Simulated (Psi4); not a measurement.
# SiH$_{4}$: single-point calculation (part 2 of 2)

The same run, continued: SiH$_{4}$, multiplicity 3; CCSD/cc-pVTZ, UHF (Psi4 1.11). The geometry is that of the parent species in another charge or spin state. The geometry comes from this level: PBE0-D4/def2-TZVP.

Geometry of the input (Å):
```
Si -0.0000  0.0000  -0.0001
H  0.9676  -0.6884  0.8909
H  -1.3310  0.0449  0.6560
H  -0.1051  -0.7403  -1.2826
H  0.4685  1.3838  -0.2642
```

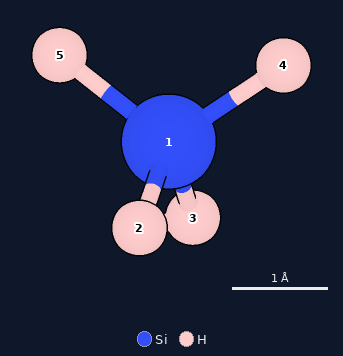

*The structure (ball-and-stick view, seen at a tilt; atoms are numbered from 1 in the order of the input).*

Log, continued:
```
      Computing two-electron integrals...done
      Computed 8206566 non-zero two-electron integrals.
        Stored in file 33.

	Wfn Parameters:
	--------------------
	Wavefunction         = CCSD
	Number of irreps     = 1
	Number of MOs        = 90
	Number of active MOs = 85
	AO-Basis             = NONE
	Semicanonical        = false
	Reference            = UHF
	Print Level          = 1

	IRREP	# MOs	# FZDC	# DOCC	# SOCC	# VIRT	# FZVR
	-----	-----	------	------	------	------	------
	 A	   90	    5	    3	    2	    80	    0
	Transforming integrals...
	IWL integrals will be deleted.
	(OO|OO)...
	Presorting SO-basis two-electron integrals.
	Sorting File: SO Ints (nn|nn) nbuckets = 1
	Constructing frozen core operators
	Starting AA/AB first half-transformation.
	Sorting AA/AB half-transformed integrals.
	Starting BB first half-transformation.
	Sorting BB half-transformed integrals.
	First half integral transformation complete.
	Starting AA second half-transformation.
	Starting AB second half-transformation.
	Starting BB second half-transformation.
	Two-electron integral transformation complete.
	(OO|OV)...
	Starting AA second half-transformation.
	Starting AB second half-transformation.
	Starting BB second half-transformation.
	Two-electron integral transformation complete.
	(OO|VV)...
	Starting AA second half-transformation.
	Starting AB second half-transformation.
	Starting BB second half-transformation.
	Two-electron integral transformation complete.
	(OV|OO)...
	Starting AA/AB first half-transformation.
	Sorting AA/AB half-transformed integrals.
	Starting BB first half-transformation.
	Sorting BB half-transformed integrals.
	First half integral transformation complete.
	Starting AA second half-transformation.
	Starting AB second half-transformation.
	Starting BB second half-transformation.
	Two-electron integral transformation complete.
	(OV|OV)...
	Starting AA second half-transformation.
	Starting AB second half-transformation.
	Starting BB second half-transformation.
	Two-electron integral transformation complete.
	(OV|VV)...
	Starting AA second half-transformation.
	Starting AB second half-transformation.
	Starting BB second half-transformation.
	Two-electron integral transformation complete.
	(VV|OO)...
	Starting AA/AB first half-transformation.
	Sorting AA/AB half-transformed integrals.
	Starting BB first half-transformation.
	Sorting BB half-transformed integrals.
	First half integral transformation complete.
	Starting AA second half-transformation.
	Starting AB second half-transformation.
	Starting BB second half-transformation.
	Two-electron integral transformation complete.
	(VV|OV)...
	Starting AA second half-transformation.
	Starting AB second half-transformation.
	Starting BB second half-transformation.
	Two-electron integral transformation complete.
	(VV|VV)...
	Starting AA second half-transformation.
	Starting AB second half-transformation.
	Starting BB second half-transformation.
	Two-electron integral transformation complete.
	Frozen core energy     =   -299.43245212124197

	Size of irrep 0 of <AB|CD> integrals:      9.986 (MW) /     79.885 (MB)
	Total:                                     9.986 (MW) /     79.885 (MB)

	Size of irrep 0 of <ab|cd> integrals:     11.029 (MW) /     88.232 (MB)
	Total:                                    11.029 (MW) /     88.232 (MB)

	Size of irrep 0 of <Ab|Cd> integrals:     43.034 (MW) /    344.269 (MB)
	Total:                                    43.034 (MW) /    344.269 (MB)

	Size of irrep 0 of <IA|BC> integrals:      2.560 (MW) /     20.480 (MB)
	Total:                                     2.560 (MW) /     20.480 (MB)

	Size of irrep 0 of <ia|bc> integrals:      1.654 (MW) /     13.233 (MB)
	Total:                                     1.654 (MW) /     13.233 (MB)

	Size of irrep 0 of <Ia|Bc> integrals:      2.690 (MW) /     21.517 (MB)
	Total:                                     2.690 (MW) /     21.517 (MB)

	Size of irrep 0 of <iA|bC> integrals:      1.574 (MW) /     12.595 (MB)
	Total:                                     1.574 (MW) /     12.595 (MB)

	Size of irrep 0 of tIjAb amplitudes:       0.098 (MW) /      0.787 (MB)
	Total:                                     0.098 (MW) /      0.787 (MB)

	Nuclear Rep. energy          =     21.27058828497132
	SCF energy                   =   -290.92892701154477
	One-electron energy          =    -21.27129109431423
	Two-electron (AA) energy     =      2.64653515209201
	Two-electron (BB) energy     =      0.79604478447209
	Two-electron (AB) energy     =      5.06164798247433
	Two-electron energy          =      8.50422791903842
	Reference energy             =   -290.92892701154648

	total time  =          8 seconds =       0.13 minutes
            **************************
            *                        *
            *        CCENERGY        *
            *                        *
            **************************

    Nuclear Rep. energy (wfn)     =   21.270588284971325
    SCF energy          (wfn)     = -290.928927011544772
    Reference energy    (file100) = -290.928927011546477

    Input parameters:
    -----------------
    Wave function   =     CCSD
    Reference wfn   =     UHF
    Brueckner       =     No
    Memory (Mbytes) =     1600.0
    Maxiter         =    200
    R_Convergence   =     1.0e-07
    E_Convergence   =     1.0e-09
    Restart         =     Yes
    DIIS            =     Yes
    AO Basis        =     NONE
    ABCD            =     NEW
    Cache Level     =     2
    Cache Type      =     LRU
    Print Level     =     1
    Num. of threads =     1
    # Amps to Print =     10
    Print MP2 Amps? =     No
    Analyze T2 Amps =     No
    Print Pair Ener =     No
    Local CC        =     No
    SCS-MP2         =     False
    SCSN-MP2        =     False
    SCS-CCSD        =     False

MP2 correlation energy -0.1345396530989389
                Solving CC Amplitude Equations
                ------------------------------
  Iter             Energy              RMS        T1Diag      D1Diag    New D1Diag    D2Diag
  ----     ---------------------    ---------   ----------  ----------  ----------   --------
     0        -0.134539653098939    0.000e+00    0.000000    0.000000    0.000000    0.000000
     1        -0.155795212609006    7.351e-02    0.015277    0.000000    0.000000    0.000000
     2        -0.167284358354341    3.815e-02    0.028757    0.000000    0.000000    0.000000
     3        -0.169017316466474    1.767e-02    0.036745    0.000000    0.000000    0.000000
     4        -0.169333330198663    9.532e-03    0.039466    0.000000    0.000000    0.000000
     5        -0.169587352485156    6.485e-03    0.041511    0.000000    0.000000    0.000000
     6        -0.169686011396460    4.195e-03    0.042730    0.000000    0.000000    0.000000
     7        -0.169751436952482    3.146e-03    0.043841    0.000000    0.000000    0.000000
     8        -0.169754485332241    2.874e-03    0.044818    0.000000    0.000000    0.000000
     9        -0.169767972389983    2.784e-03    0.046286    0.000000    0.000000    0.000000
[... 25 lines of further cycles ...]
    35        -0.169725105235648    6.151e-06    0.101042    0.000000    0.000000    0.000000
    36        -0.169725104987220    4.113e-06    0.101081    0.000000    0.000000    0.000000
    37        -0.169725198134197    2.428e-06    0.101102    0.000000    0.000000    0.000000
    38        -0.169725304157848    1.647e-06    0.101133    0.000000    0.000000    0.000000
    39        -0.169725310721301    6.216e-07    0.101141    0.000000    0.000000    0.000000
    40        -0.169725303811516    3.152e-07    0.101142    0.000000    0.000000    0.000000
    41        -0.169725307229178    1.791e-07    0.101143    0.000000    0.000000    0.000000
    42        -0.169725309251632    8.814e-08    0.101143    0.000000    0.000000    0.000000
    43        -0.169725309949522    5.497e-08    0.101143    0.000000    0.000000    0.000000
    44        -0.169725309808395    3.803e-08    0.101143    0.000000    0.000000    0.000000

    Iterations converged.

    Largest TIA Amplitudes:
              4   0        -0.2513330221
              4  10        -0.0413604356
              4   3        -0.0398770263
              0   0        -0.0348690851
              2   0        -0.0287066221
              2   8         0.0240010403
              4   9        -0.0237999284
              4  13        -0.0232241172
              2   2        -0.0191945762
              0  10        -0.0142392057

    Largest Tia Amplitudes:
              2   0        -0.0549620708
              2   2        -0.0366610926
              1   1         0.0261974530
              2  14        -0.0251912654
              0   2         0.0234252951
              2  10         0.0206038373
              2   8        -0.0185567732
              2  12         0.0181492424
              0  12        -0.0172817439
              0   3        -0.0161571726

    Largest TIJAB Amplitudes:
      4   3   4   0         0.0269451643
      4   3   8   4        -0.0248095930
      4   3   9   7        -0.0172995722
      3   2   6   1        -0.0171942668
      4   3   4   2        -0.0170316256
      4   2   4   1        -0.0160557619
      3   1   4   0        -0.0157681117
      4   2   9   5        -0.0155772611
      4   1   9   3        -0.0147340969
      4   3  10   4        -0.0132873677

    Largest Tijab Amplitudes:
      2   0   4   0        -0.0185411855
      2   1   8   1        -0.0184406632
      2   1   9   0         0.0166563419
      1   0   9   0         0.0158806316
      2   0  13   0         0.0124571213
      2   1  11   8         0.0101593727
      1   0   7   3        -0.0080262237
      2   1   2   1         0.0076970917
      2   1   9   4        -0.0075131162
      2   1   7   5        -0.0068727465

    Largest TIjAb Amplitudes:
      4   2   2   0         0.1024658015
      4   2   6   0        -0.0710397433
      1   2   0   0        -0.0632662507
      4   0   2   0        -0.0630504884
      4   2   0   0         0.0625364625
      4   0   8   0         0.0444074551
      4   0   6   0         0.0420816811
      4   2   8   0        -0.0414830604
      1   0   0   0         0.0407994118
      4   2  12   0         0.0405013909

    SCF energy       (wfn)                    = -290.928927011544772
    Reference energy (file100)                = -290.928927011546477

    Opposite-spin MP2 correlation energy      =   -0.114041039713015
    Same-spin MP2 correlation energy          =   -0.020498613385924
    Singles MP2 correlation energy            =   -0.000000000000000
    MP2 correlation energy                    =   -0.134539653098939
      * MP2 total energy                      = -291.063466664645432

    Opposite-spin CCSD correlation energy     =   -0.147242265591363
    Same-spin CCSD correlation energy         =   -0.022483044217032
    Singles CCSD correlation energy           =   -0.000000000000000
    CCSD correlation energy                   =   -0.169725309808395
      * CCSD total energy                     = -291.098652321354848

    Psi4 run time: 0:00:42.13
```

Summary:

| quantity | value |
| --- | --- |
| outcome | converged |
| total energy | −291.098652 hartree |
| SCF energy | −290.928927 hartree |
| MP2 energy | −291.063467 hartree |
| CCSD energy | −291.098652 hartree |
| correlation energy | −0.169725 hartree |
| basis functions | 90 |
| T1 diagnostic | 0.101 |
| ⟨S²⟩ | 2.084 |
| wall time | 43 s |
| peak memory | 0.91 GiB |

Remarks:

The record of the run, not the program, notes: large T1.
